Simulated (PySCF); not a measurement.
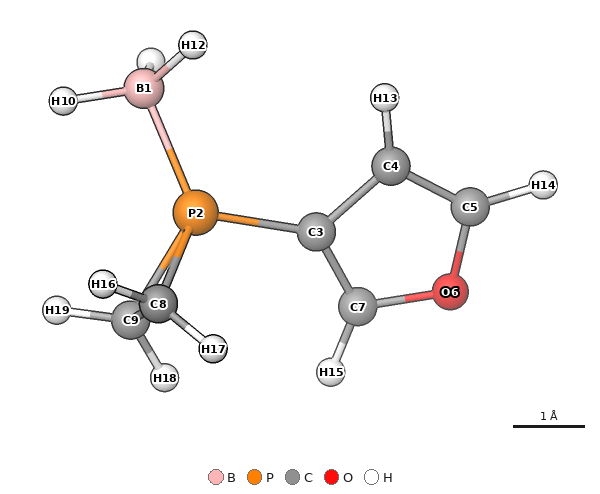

**Figure 1.** The structure as given in the input (ball-and-stick view, seen at a tilt; atoms are numbered from 1 in the order of the input). Bond lengths as drawn: B–H 1.22 Å, B–P 1.92 Å, C–C 1.36 to 1.52 Å, C–H 1.09 Å, C–O 1.34 to 1.35 Å and C–P 1.79 to 1.82 Å.

## C₆H₁₀BOP: a changed input and its effect

System: C₆H₁₀BOP, SMILES [BH3-][P+]1(c2ccoc2)CC1.
Method of run A: GIAO PBE0/pcSseg-1 NMR shielding, non-relativistic, IEF-PCM chloroform (PySCF 2.14.0).

The geometry comes from this level: PBE0-D3(BJ)/def2-SVP. Text and figures count atoms from 1; the logs count them from 0 in places.

### Input, run A
```
{"job": {"kind": "nmr", "xc": "PBE0", "basis": "pcSseg-1", "solvent": "chloroform", "pop": false}, "charge": 0, "multiplicity": 1}
B     -2.197026     1.359424    -0.742287
P     -1.610858    -0.303967     0.005131
C      0.132166    -0.711610     0.061313
C      1.190907     0.249304     0.210869
C      2.347332    -0.466043     0.178680
O      2.084610    -1.781028     0.017984
C      0.753536    -1.925961    -0.057375
C     -2.449429    -1.144027     1.380253
C     -2.571174    -1.839487     0.035739
H     -3.406862     1.322272    -0.568442
H     -1.845595     1.329837    -1.910333
H     -1.624541     2.201557    -0.064336
H      1.081468     1.326271     0.316937
H      3.396362    -0.191745     0.251363
H      0.386280    -2.938182    -0.205842
H     -3.339242    -0.643401     1.775110
H     -1.817231    -1.613452     2.139579
H     -2.054272    -2.793977    -0.099938
H     -3.539111    -1.788904    -0.472612
```

The first line tells a small driver script what to run in PySCF; the rest is the geometry in Å.

Command:
```bash
OMP_NUM_THREADS=1 python <driver script> task.json out
```

Hardware: 1 CPU thread, shared host.

### Output (run A)
```
coarse grid: 16512 points
cycle   1  E = -675.3117883296  dE =  1.548e+00  |g| = 5.241e-01  |ddm| = 4.077e+00
cycle   2  E = -675.3056269140  dE =  6.161e-03  |g| = 5.879e-01  |ddm| = 9.921e-01
cycle   3  E = -675.3807820585  dE = -7.516e-02  |g| = 1.054e-01  |ddm| = 4.812e-01
cycle   4  E = -675.3826881884  dE = -1.906e-03  |g| = 3.647e-02  |ddm| = 9.203e-02
cycle   5  E = -675.3829376192  dE = -2.494e-04  |g| = 1.356e-02  |ddm| = 3.498e-02
cycle   6  E = -675.3829812932  dE = -4.367e-05  |g| = 3.469e-03  |ddm| = 1.467e-02
cycle   7  E = -675.3829842682  dE = -2.975e-06  |g| = 7.270e-04  |ddm| = 3.814e-03
final grid: 155312 points
cycle   8  E = -675.4478352711  dE = -4.023e-05  |g| = 1.228e-02  |ddm| = 3.996e-02
cycle   9  E = -675.4478029696  dE =  3.230e-05  |g| = 1.807e-02  |ddm| = 2.050e-02
cycle  10  E = -675.4478665057  dE = -6.354e-05  |g| = 2.161e-03  |ddm| = 1.198e-02
cycle  11  E = -675.4478675039  dE = -9.982e-07  |g| = 3.473e-04  |ddm| = 1.876e-03
cycle  12  E = -675.4478675287  dE = -2.475e-08  |g| = 1.766e-04  |ddm| = 5.658e-04
cycle  13  E = -675.4478675371  dE = -8.420e-09  |g| = 2.719e-05  |ddm| = 1.972e-04
cycle  14  E = -675.4478675372  dE = -1.576e-10  |g| = 9.710e-06  |ddm| = 3.965e-05
converged SCF energy = -675.4478675372

GIAO shielding tensors (ppm)
atom      isotropic    diamagn.    paramagn.     s11        s22        s33       span
  0 B      149.235     188.789     -39.554    138.608    148.934    160.162     21.554
  1 P      505.512     968.926    -463.414    327.575    336.319    852.641    525.066
  2 C       67.128     264.855    -197.727     -5.994     55.792    151.587    157.581
  3 C       63.152     251.845    -188.693    -29.151     61.177    157.430    186.581
  4 C       34.887     256.271    -221.385    -42.690     42.764    104.585    147.275
  5 O       20.432     399.247    -378.815   -127.749    -63.573    252.618    380.367
  6 C       36.246     254.509    -218.264    -39.930     42.322    106.345    146.275
  7 C      168.729     260.366     -91.637    130.654    173.968    201.565     70.910
  8 C      177.555     263.154     -85.600    151.952    178.360    202.351     50.399
  9 H       31.056      29.301       1.754     26.649     29.308     37.211     10.563
 10 H       30.025      28.654       1.371     26.626     28.408     35.041      8.415
 11 H       29.687      29.181       0.506     25.857     28.639     34.563      8.706
 12 H       24.063      32.340      -8.277     20.854     23.658     27.677      6.823
 13 H       23.597      30.028      -6.431     20.244     24.414     26.135      5.891
 14 H       23.825      32.137      -8.313     19.052     23.945     28.477      9.425
 15 H       29.732      30.584      -0.852     24.254     25.557     39.385     15.132
 16 H       29.929      32.252      -2.323     24.612     27.419     37.756     13.144
 17 H       29.229      32.861      -3.633     22.769     26.755     38.162     15.393
 18 H       29.679      30.381      -0.702     23.851     25.839     39.347     15.496
```

For run B the input was changed thus:
```diff
-"solvent": "chloroform"
-"pop": false
+"solvent": "acetonitrile"
+"pop": true
```

How does run B compare with run A?

The total energy of run B is 2.3 kcal/mol lower: the change of the electrostatic solvation energy at this fixed geometry, without cavity or dispersion terms. The dipole moment goes from 5.70 to 6.16 D. Of all shieldings, the largest change is that of P2, by +1.5 ppm. The number of SCF iterations is the same.

### Output (run B)
```
coarse grid: 16512 points
cycle   1  E = -675.3166371905  dE =  1.543e+00  |g| = 5.214e-01  |ddm| = 4.077e+00
cycle   2  E = -675.3111721815  dE =  5.465e-03  |g| = 5.827e-01  |ddm| = 9.579e-01
cycle   3  E = -675.3845070593  dE = -7.333e-02  |g| = 1.044e-01  |ddm| = 4.657e-01
cycle   4  E = -675.3863831230  dE = -1.876e-03  |g| = 3.514e-02  |ddm| = 8.815e-02
cycle   5  E = -675.3866167034  dE = -2.336e-04  |g| = 1.254e-02  |ddm| = 3.293e-02
cycle   6  E = -675.3866537793  dE = -3.708e-05  |g| = 3.335e-03  |ddm| = 1.323e-02
cycle   7  E = -675.3866565431  dE = -2.764e-06  |g| = 6.208e-04  |ddm| = 3.495e-03
final grid: 155312 points
cycle   8  E = -675.4514829655  dE = -4.053e-05  |g| = 1.219e-02  |ddm| = 3.996e-02
cycle   9  E = -675.4514522047  dE =  3.076e-05  |g| = 1.784e-02  |ddm| = 2.017e-02
cycle  10  E = -675.4515138452  dE = -6.164e-05  |g| = 2.083e-03  |ddm| = 1.160e-02
cycle  11  E = -675.4515147683  dE = -9.230e-07  |g| = 3.159e-04  |ddm| = 1.751e-03
cycle  12  E = -675.4515147879  dE = -1.961e-08  |g| = 1.699e-04  |ddm| = 5.144e-04
cycle  13  E = -675.4515147957  dE = -7.780e-09  |g| = 2.602e-05  |ddm| = 1.814e-04
cycle  14  E = -675.4515147958  dE = -1.494e-10  |g| = 9.265e-06  |ddm| = 3.800e-05
converged SCF energy = -675.4515147958

GIAO shielding tensors (ppm)
atom      isotropic    diamagn.    paramagn.     s11        s22        s33       span
  0 B      149.338     189.090     -39.752    138.837    149.205    159.973     21.136
  1 P      507.046     969.071    -462.026    327.690    340.304    853.143    525.453
  2 C       67.815     264.911    -197.096     -5.234     57.161    151.519    156.753
  3 C       63.601     251.851    -188.250    -28.775     62.005    157.573    186.348
  4 C       34.637     256.143    -221.506    -42.975     42.243    104.643    147.618
  5 O       20.589     399.501    -378.912   -127.059    -64.522    253.349    380.408
  6 C       35.096     254.309    -219.213    -41.259     40.173    106.374    147.633
  7 C      168.472     260.075     -91.603    130.064    174.113    201.239     71.176
  8 C      177.246     262.887     -85.641    150.997    178.708    202.031     51.034
  9 H       31.127      29.496       1.632     26.753     29.413     37.217     10.464
 10 H       30.158      28.908       1.250     26.793     28.561     35.119      8.327
 11 H       29.765      29.371       0.394     25.961     28.742     34.592      8.631
 12 H       24.051      32.330      -8.279     20.843     23.652     27.657      6.814
 13 H       23.523      29.954      -6.431     20.133     24.322     26.114      5.981
 14 H       23.688      31.961      -8.273     18.839     23.860     28.366      9.527
 15 H       29.670      30.437      -0.767     24.190     25.486     39.333     15.143
 16 H       29.807      32.068      -2.260     24.469     27.255     37.698     13.229
 17 H       29.034      32.594      -3.561     22.545     26.488     38.068     15.523
 18 H       29.610      30.235      -0.626     23.793     25.752     39.284     15.491
```

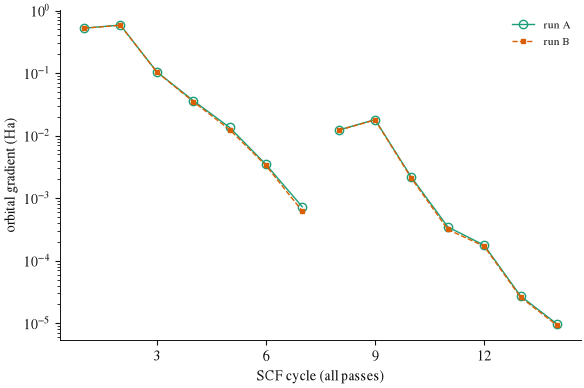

**Figure 2.** Convergence of the two runs: orbital gradient against the SCF cycle. A break in a curve parts two SCF passes (coarse and final grid). Run A takes 14 cycles in all, and run B takes 14.

### The two runs side by side

```csv
quantity,run A,run B
outcome,converged,converged
total energy (hartree),−675.447868,−675.451515
HOMO (eV),−7.04,−6.99
LUMO (eV),−0.53,−0.48
dipole moment (D),5.70,6.16
shielding of P2 (ppm),505.5,507.0
shielding of C3 (ppm),67.1,67.8
shielding of C4 (ppm),63.2,63.6
shielding of C5 (ppm),34.9,34.6
shielding of C7 (ppm),36.2,35.1
shielding of C8 (ppm),168.7,168.5
shielding of C9 (ppm),177.6,177.2
SCF iterations,14,14
basis functions,210,210
wall time (shared host),29 s,31 s
```
